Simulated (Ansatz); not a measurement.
**BBrF2 (SMILES FB(F)Br) at PBE-QIDH/aug-cc-pVDZ**

What is the vertical singlet–triplet gap of BBrF2 at PBE-QIDH/aug-cc-pVDZ? 

The results are computed with Ansatz 0.2.0.

45 further runs of the same task are left out: 3 that didn't finish, 42 set aside as unsound or not needed.

### Step 1. Starting point

The species is BBrF2 (4 atoms), meant as a singlet with charge 0. SMILES: `FB(F)Br`. The shape is that of a PBE0-D4/def2-TZVP optimisation.

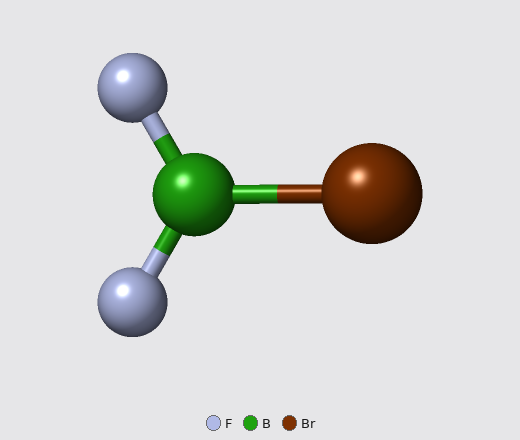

Viewed from a chosen angle; fluorine light blue, boron green, bromine brown.

### Step 2. The energy at PBE-QIDH/aug-cc-pVDZ

Input file run.yaml:

```yaml
crystal:
  periodic: [false, false, false]
  atoms:
    - {symbol: F, position_ang: [-0.215650, -1.366490, -0.109870]}
    - {symbol: B, position_ang: [-0.127940, -0.063330, -0.022770]}
    - {symbol: F, position_ang: [-1.212420, 0.659630, -0.144250]}
    - {symbol: Br, position_ang: [1.556010, 0.770190, 0.276890]}
basis:
  gaussian:
    orbitals: aug-cc-pVDZ
output: {orbitals: {seedname: orbitals}}
correlation:
  frozen_orbitals: {B: 1, Br: 9, F: 1}
accuracy: high
hamiltonian:
  xc: {name: PBE-QIDH}
```

On the command line:

```
$ ansatz run run.yaml --threads 1 --pin off --max-ram 3480MiB --events-out events.jsonl --progress --plain --runs-dir runs
```

The program printed:

```text
Warning: RAYON_NUM_THREADS=1 ignored (pool sized by the plan → 1); use --threads N
Functional definition: PBE-QIDH
  name "PBE-QIDH"
  parameter a = 3^(-1/3)
  parameter c = 1/3
  exchange = (1 - a)*pbe_x + a*exact_x
  correlation = (1 - c)*pbe_c + c*(mp2_os + mp2_ss)
2019 factors; integrals over basis functions are off by at most 4.3e-9 eV
mean field evaluation 1: about -76126.3427 eV, gradient 3.3e1 eV
mean field evaluation 2: about -76126.5441 eV, gradient 3.4e1 eV
mean field evaluation 4: about -76128.3927 eV, gradient 1.3e0 eV
mean field evaluation 8: about -76128.4097 eV, gradient 2.8e-2 eV
mean field evaluation 16: about -76128.4097 eV, gradient 7.4e-6 eV
mean field -76128.40968386 eV, -2797.6674541924 hartree, gradient 2.9e-8 eV, S^2 0.000000; 0 other end points of the search recorded, 0 dependent functions left out
12 core orbitals not correlated: weight in the atoms' cores, before any rotation towards them, 1.000 or more for the frozen orbitals, at most 0.000 for the correlated occupied ones
reference -76128.40968553 eV, -2797.6674542537 hartree; 17, 17 occupied and 76, 76 virtual orbitals, 2019 factors
second order -18.97559354 eV of doubles, -0.00000000 eV of singles
Total energy: -76134.73488337 eV, -2797.8999009872 hartree
```

It took 17 s on 1 thread of Arm Neoverse V1, shared host; peak memory 0.37 GiB.

### Step 3. The triplet

Input file run.yaml:

```yaml
basis:
  gaussian:
    orbitals: aug-cc-pVDZ
crystal:
  periodic: [false, false, false]
  atoms:
    - {symbol: F, position_ang: [-0.215650, -1.366490, -0.109870]}
    - {symbol: B, position_ang: [-0.127940, -0.063330, -0.022770]}
    - {symbol: F, position_ang: [-1.212420, 0.659630, -0.144250]}
    - {symbol: Br, position_ang: [1.556010, 0.770190, 0.276890]}
correlation:
  frozen_orbitals: {B: 1, Br: 9, F: 1}
output:
  orbitals: {seedname: orbitals}
magnetization:
  spin_polarized: true
  initial_magnetization: 2
hamiltonian:
  xc: {name: PBE-QIDH}
accuracy: high
```

On the command line:

```
$ ansatz run run.yaml --threads 1 --pin off --max-ram 3480MiB --events-out events.jsonl --progress --plain --runs-dir runs
```

The program printed:

```text
Warning: RAYON_NUM_THREADS=1 ignored (pool sized by the plan → 1); use --threads N
[... 6 set-up lines as earlier in the session ...]
2019 factors; integrals over basis functions are off by at most 4.3e-9 eV
mean field evaluation 1: about -76117.9179 eV, gradient 2.7e1 eV
mean field evaluation 2: about -76117.9919 eV, gradient 2.7e1 eV
mean field evaluation 4: about -76121.1819 eV, gradient 2.3e0 eV
mean field evaluation 8: about -76121.2431 eV, gradient 1.4e-1 eV
mean field evaluation 16: about -76121.2435 eV, gradient 4.7e-4 eV
mean field evaluation 32: about -76121.2435 eV, gradient 5.3e-7 eV
mean field evaluation 64: about -76121.2759 eV, gradient 9.1e-2 eV
mean field -76121.29401537 eV, -2797.4059581985 hartree, gradient 2.0e-8 eV, S^2 2.010273; 5 other end points of the search recorded, 0 dependent functions left out
12 core orbitals not correlated: weight in the atoms' cores, before any rotation towards them, 1.000 or more for the frozen orbitals, at most 0.000 for the correlated occupied ones
reference -76121.29401723 eV, -2797.4059582668 hartree; 18, 16 occupied and 75, 77 virtual orbitals, 2019 factors
second order -18.28563955 eV of doubles, -0.00000000 eV of singles
Total energy: -76127.38923041 eV, -2797.6299532198 hartree
```

Wall time 100 s (1 thread of Arm Neoverse V1, shared host); peak memory 0.57 GiB.

### Step 4. Results

Level: PBE-QIDH/aug-cc-pVDZ, 12 core orbitals frozen.

| quantity | value |
| --- | --- |
| singlet: total energy | -2797.89990 Eh |
| singlet: HOMO energy (SCF part's orbitals) | -11.22 eV |
| singlet: LUMO energy (SCF part's orbitals) | 0.73 eV |
| singlet: HOMO–LUMO gap (SCF part's orbitals) | 11.96 eV |
| triplet: total energy | -2797.62995 Eh |
| triplet: HOMO energy (SCF part's orbitals) (highest over α and β) | -4.35 eV |
| triplet: ⟨S²⟩ | 2.010 |
| vertical energy of the triplet above the singlet | 7.346 eV |

At this shape the triplet lies 7.35 eV (709 kJ/mol) above the singlet.
